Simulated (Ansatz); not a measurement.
Band structure of MnGa4 (Im-3m, 5 atoms in the cell).

```yaml
crystal:
  lattice:
    - [-2.77187, 2.77187, 2.77187]
    - [2.77187, -2.77187, 2.77187]
    - [2.77187, 2.77187, -2.77187]
  atoms:
    - { symbol: Mn, position: [0.00000, 0.00000, 0.00000], spin: 4.0 }
    - { symbol: Ga, position: [0.00000, 0.00000, 0.50000] }
    - { symbol: Ga, position: [0.00000, 0.50000, 0.00000] }
    - { symbol: Ga, position: [0.50000, 0.50000, 0.50000] }
    - { symbol: Ga, position: [0.50000, 0.00000, 0.00000] }
```
(The spins are starting values, not results.)

Method: PBEsol, PAW files made with PBE (plane waves; Ansatz, an electronic-structure program).

Settings: kpoints.mp_grid.grid = 6 6 6; hamiltonian.xc = pbesol; hamiltonian.pseudopotentials = {kind: paw} (the program's default PAW files); magnetization.spin_polarized = true; scf.occupations.method = fermi_dirac; scf.occupations.width = 0.1 eV; kpoints.band_path.npoints = 8.

The starting cell comes from a database of computed structures (which also holds hypothetical and non-ambient phases and stackings), without a prior relaxation at this level. The moments shrank to a small part of their start, a low-spin state that need not be the lowest.

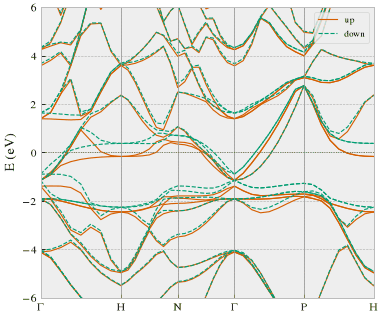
Figure: Bands along the path, energies from the Fermi level.

Levels in eV from the Fermi level, bands 31 to 38 of the first spin channel:
```
point     31     32     33     34     35     36    37    38
-----  -----  -----  -----  -----  -----  -----  ----  ----
Γ      -1.92  -1.39  -1.39  -1.15  -1.15  -1.15  1.39  1.39
H      -2.46  -2.46  -2.46  -0.17  -0.17   2.37  3.59  3.59
N      -2.11  -1.89  -1.80   0.34   0.43   1.05  2.49  2.68
P      -1.83  -1.72  -1.72   2.76   2.76   2.76  3.09  3.09
```

Bands cross the Fermi level along this path, so the cell is metallic at this level.

The net moment of the cell came out as 0.41 μB.

Keys are those of Ansatz 0.2.
